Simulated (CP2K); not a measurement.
# PM6 run of C3H7BSi (SMILES B[SiH](C)C#C)

Aim: the vertical ionisation energy of C3H7BSi at PM6, from 2 runs. 

The results are computed with CP2K 2026.2.

1 further run of the same task is left out (set aside as unsound or not needed).

## 1. The structure to begin with

C3H7BSi: 12 atoms, total charge 0, spin state singlet. SMILES: `B[SiH](C)C#C`. Geometry: a rough force-field guess.

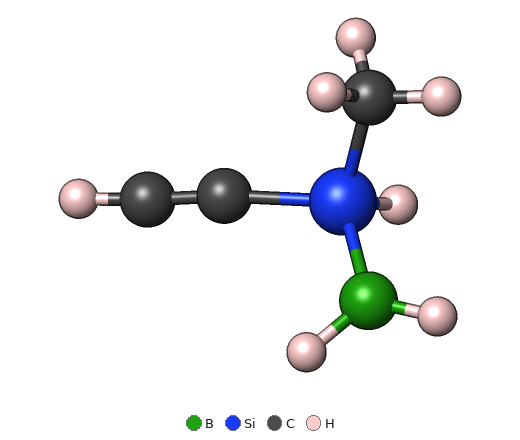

Viewed from a chosen angle; boron green, silicon blue, carbon dark grey, hydrogen pink.

## 2. Energy and forces at PM6

The input, mol.inp:

```
&GLOBAL
  PROJECT_NAME mol
  RUN_TYPE ENERGY_FORCE
  PRINT_LEVEL MEDIUM
&END GLOBAL

&FORCE_EVAL
  METHOD QUICKSTEP
  &DFT
    CHARGE 0
    MULTIPLICITY 1
    &QS
      METHOD PM6
      EPS_DEFAULT 1.0E-10
      &SE
        &COULOMB
          CUTOFF [angstrom] 50
          RC_RANGE [angstrom] 0
        &END COULOMB
        &EXCHANGE
          CUTOFF [angstrom] 50
          RC_RANGE [angstrom] 0
        &END EXCHANGE
      &END SE
    &END QS
    &POISSON
      PERIODIC NONE
      POISSON_SOLVER ANALYTIC
    &END POISSON
    &SCF
      SCF_GUESS ATOMIC
      EPS_SCF 1.0E-06
      MAX_SCF 100
      ADDED_MOS 8
      &DIAGONALIZATION
        ALGORITHM STANDARD
      &END DIAGONALIZATION
      &MIXING
        METHOD DIRECT_P_MIXING
        ALPHA 0.4
      &END MIXING
    &END SCF
    &PRINT
      &MOMENTS
        PERIODIC F
        REFERENCE COM
        MAX_MOMENT 1
      &END MOMENTS
      &MO ON
        ENERGIES T
        OCCUPATION_NUMBERS T
        NDIGITS 6
        &EACH
          QS_SCF 0
        &END EACH
        ADD_LAST NUMERIC
      &END MO
      &HIRSHFELD OFF
      &END HIRSHFELD
    &END PRINT
  &END DFT
  &SUBSYS
    &CELL
      ABC [angstrom] 12.1 12.9 12.3
      PERIODIC NONE
    &END CELL
    &COORD
      B      4.597300     5.416000     7.572450
      Si     5.690900     5.340600     5.999150
      C      7.407600     4.957700     6.522050
      C      5.745500     6.937800     5.109050
      C      5.658400     7.971500     4.506650
      H      4.431800     4.545200     8.275450
      H      4.001700     6.467600     7.802050
      H      5.245400     4.294300     5.106550
      H      8.098300     4.905400     5.684650
      H      7.456800     3.989800     7.101750
      H      7.800000     5.760900     7.225750
      H      5.662500     8.910200     4.024550
    &END COORD
  &END SUBSYS
  &PRINT
    &FORCES ON
    &END FORCES
  &END PRINT
&END FORCE_EVAL
```

Launch:

```sh
$ OMP_NUM_THREADS=1 cp2k.psmp mol.inp > mol.out
```

Output:

```text
CP2K| version string:                                       CP2K version 2026.2
[...]
 GLOBAL| Method name                                                        CP2K
[...]
 GLOBAL| Run type                                                   ENERGY_FORCE
[...]
                             - Atoms:                                         12
[...]
                             - Spherical basis functions:                     32
[...]
 Number of electrons:                                                         26
[...]
     1 P_Mix/Diag. 0.40E+00    0.0     0.95430135       -14.3529072589 -1.44E+01
[...]
    18 DIIS/Diag.  0.83E-07    0.0     0.00000023       -21.5799042441 -4.55E-12
  *** SCF run converged in    18 steps ***
  Core-core repulsion energy [eV]:                           1493.03785982728846
  Core Hamiltonian energy [eV]:                              -912.57825490458197
  Two-electron integral energy [eV]:                        -2335.35732579244541
  Electronic energy [eV]:                                   -2080.25691780080479
  Total energy [eV]:                                         -587.21905797351621
  Atomic reference energy [eV]:                               590.93010908468818
  Heat of formation [kcal/mol]:                                85.57887843620320
[...]
 SE_DIPOLE| Moment [Debye]         -0.32998955      -0.02136753      -0.53120928
 SE_DIPOLE| Derivative [a.u.]       0.00000000       0.00000000       0.00000000
 ENERGY| Total FORCE_EVAL ( QS ) energy [hartree]            -21.579904244084759
 FORCES| Atomic forces [hartree/bohr]
 FORCES|   Atom     x               y               z               |f|
 FORCES|      1 -2.94518922E-02  4.61708611E-02  7.75644666E-03   5.53111637E-02
 FORCES|      2  2.69293209E-02  8.57205118E-03 -2.77266204E-02   3.95908305E-02
 FORCES|      3  9.93193550E-03 -1.07430441E-05  2.83860172E-02   3.00734007E-02
 FORCES|      4 -8.24138176E-03 -2.52908264E-02  1.07176885E-02   2.86777810E-02
 FORCES|      5  4.64230986E-03  3.15230423E-02 -1.29048993E-02   3.43771678E-02
 FORCES|      6 -4.10303684E-03 -2.49257533E-02  2.13663847E-02   3.30855026E-02
 FORCES|      7  9.48305007E-03 -1.83383043E-02 -8.16892072E-04   2.06612912E-02
 FORCES|      8 -8.11046569E-03 -5.50210566E-03 -7.04200307E-03   1.20682487E-02
 FORCES|      9  4.40444505E-03 -1.51444058E-03 -4.20436252E-03   6.27449844E-03
 FORCES|     10  8.28117053E-04  9.97008067E-03 -7.99991879E-03   1.28096443E-02
 FORCES|     11 -4.09895237E-03 -1.10589823E-02 -1.01526078E-02   1.55620675E-02
 FORCES|     12 -2.21344951E-03 -9.59487966E-03  2.62076689E-03   1.01896758E-02
 FORCES| Sum     1.73472348E-17 -4.71844785E-16  3.60822483E-16
[...]
```

Wall time 0.86 s (1 thread of Intel Xeon 6975P-C (Granite Rapids), shared host); peak memory 0.19 GiB.

## 3. The doublet cation at the same level

The input, qs.inp:

```
&global
  project qs
  run_type ENERGY_FORCE
  print_level MEDIUM
&end global

&force_eval
  method QS
  &dft
    charge 1
    multiplicity 2
    uks T
    &qs
      method PM6
      eps_default 1.0E-10
      &se
        &coulomb
          cutoff [angstrom] 50
          rc_range [angstrom] 0
        &end coulomb
        &exchange
          cutoff [angstrom] 50
          rc_range [angstrom] 0
        &end exchange
      &end se
    &end qs
    &poisson
      periodic NONE
      poisson_solver ANALYTIC
    &end poisson
    &scf
      scf_guess ATOMIC
      eps_scf 1.0E-06
      max_scf 50
      &ot ON
        minimizer DIIS
        preconditioner FULL_SINGLE_INVERSE
      &end ot
      &outer_scf
        eps_scf 1.0E-06
        max_scf 8
      &end outer_scf
    &end scf
    &print
      &moments
        periodic F
        reference COM
        max_moment 1
      &end moments
      &mo_cubes
        nlumo 5
        nhomo -1
        write_cube F
      &end mo_cubes
      &hirshfeld OFF
      &end hirshfeld
    &end print
  &end dft
  &subsys
    &cell
      abc [angstrom] 12.1 12.9 12.3
      periodic NONE
    &end cell
    &coord
      B      4.597300     5.416000     7.572450
      Si     5.690900     5.340600     5.999150
      C      7.407600     4.957700     6.522050
      C      5.745500     6.937800     5.109050
      C      5.658400     7.971500     4.506650
      H      4.431800     4.545200     8.275450
      H      4.001700     6.467600     7.802050
      H      5.245400     4.294300     5.106550
      H      8.098300     4.905400     5.684650
      H      7.456800     3.989800     7.101750
      H      7.800000     5.760900     7.225750
      H      5.662500     8.910200     4.024550
    &end coord
  &end subsys
  &print
    &forces ON
    &end forces
  &end print
&end force_eval
```

Launch:

```sh
$ OMP_NUM_THREADS=1 cp2k.psmp -i qs.inp -o qs.out
```

Output (excerpt; [...] marks lines left out):

```text
CP2K| version string:                                       CP2K version 2026.2
[...]
 GLOBAL| Method name                                                        CP2K
[...]
 GLOBAL| Run type                                                   ENERGY_FORCE
[...]
                             - Atoms:                                         12
[...]
                             - Spherical basis functions:                     32
[...]
 Number of electrons:                                                         13
[...]
     1 OT DIIS     0.80E-01    0.0     0.10522215       -15.2859504742 -1.53E+01
[...]
    50 OT DIIS     0.80E-01    0.0     0.00000100       -21.2595881157 -3.77E-10
  *** SCF run converged in    50 steps ***
  Core-core repulsion energy [eV]:                           1493.03785982728846
  Core Hamiltonian energy [eV]:                              -891.96099060511767
  Two-electron integral energy [eV]:                        -2359.15936414390353
  Electronic energy [eV]:                                   -2071.54067267706978
  Total energy [eV]:                                         -578.50281284978098
  Atomic reference energy [eV]:                               590.93010908468818
  Heat of formation [kcal/mol]:                               286.58028195195840
[...]
 SE_DIPOLE| Moment [Debye]          2.44054846       1.28880724      -3.47342740
 SE_DIPOLE| Derivative [a.u.]       0.00000000       0.00000000       0.00000000
 *** WARNING in qs_scf_post_se.F:140 :: Printing of MO cube files not ***
 *** implemented for Semi-Empirical method.                           ***
 ENERGY| Total FORCE_EVAL ( QS ) energy [hartree]            -21.259588115846682
[...]
```

Wall time 1.9 s (1 thread of Intel Xeon 6975P-C (Granite Rapids), shared host); peak memory 0.19 GiB.

## 4. What came out

Level: PM6.

```
                                                  quantity           value
                             singlet C3H7BSi: total energy    -21.57990 Eh
                            singlet C3H7BSi: dipole moment          0.63 D
                              singlet C3H7BSi: HOMO energy        -8.99 eV
                              singlet C3H7BSi: LUMO energy        -0.93 eV
                            singlet C3H7BSi: HOMO–LUMO gap         8.07 eV
singlet C3H7BSi: heat of formation at this unrelaxed shape   85.6 kcal/mol
                 singlet C3H7BSi: largest force on an atom      2.844 eV/Å
                              doublet cation: total energy    -21.25959 Eh
 doublet cation: heat of formation at this unrelaxed shape  286.6 kcal/mol
                  doublet cation: largest force on an atom      5.447 eV/Å
        vertical ionisation energy (to the doublet cation)        8.716 eV
```

**Reading.** Removing an electron at fixed nuclei costs 8.72 eV (841 kJ/mol). The largest force (singlet C3H7BSi) is 2.84 eV/Å: the shape isn't a stationary point for this species at this level.
